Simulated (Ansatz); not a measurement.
# Strength of the B–O bond: CH5BO2 → CH4BO + OH

Species: CH5BO2 `COBO`, singlet; CH4BO `[BH]OC`, doublet; OH, doublet. 

Shapes, held fixed at every level: PBE0-D4/def2-TZVP. Flexible molecules stand in one conformer, not always the lowest. Programs: Ansatz 0.2.0. The zero-point and thermal change to 298 K, harmonic and unscaled (PBE0-D4/def2-TZVP), is -19.4 kJ/mol.

```csv
level,kind,ΔH(298 K) (kJ/mol),less CCSD(T)/CBS estimate
HF/def2-SVP,Hartree–Fock,+490.9,-137.5
SPW92/def2-TZVPP,LDA,+711.5,+83.1
PBE-D4/def2-TZVPP,GGA,+619.5,-8.9
r2SCAN0-D4/def2-TZVPP,global hybrid,+594.6,-33.8
wB97M-V/def2-TZVPP,range-separated hybrid,+630.7,+2.3
MP2/def2-TZVPP,perturbation theory,+644.9,+16.5
CCSD/def2-TZVPP,coupled cluster or CI,+606.1,-22.3
CCSD(T)/CBS estimate,coupled cluster or CI,+628.4,0.0
```

The highest level, CCSD(T)/CBS estimate, gives ΔH(298 K) = +628.4 kJ/mol; the levels span +490.9 to +711.5. The column of differences is taken from that level and isn't an error. Hartree–Fock misses the correlation of the pair that is broken and comes out low. No measured value is set beside it here. Open shells run unrestricted unless RO is named. The CBS estimate extrapolates MP2 from def2-TZVPP and def2-QZVPP and adds CCSD(T) − MP2 in the triple-zeta set, cores frozen.

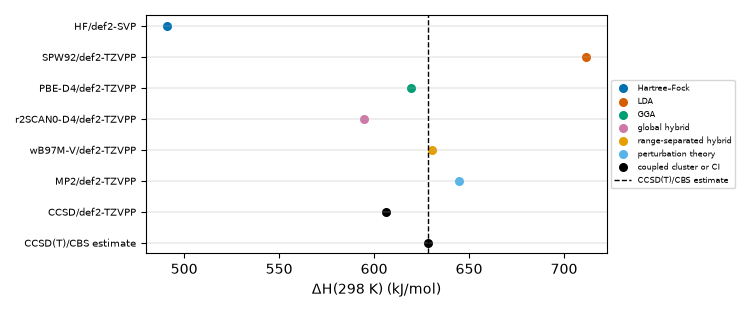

The values of the table, level by level.
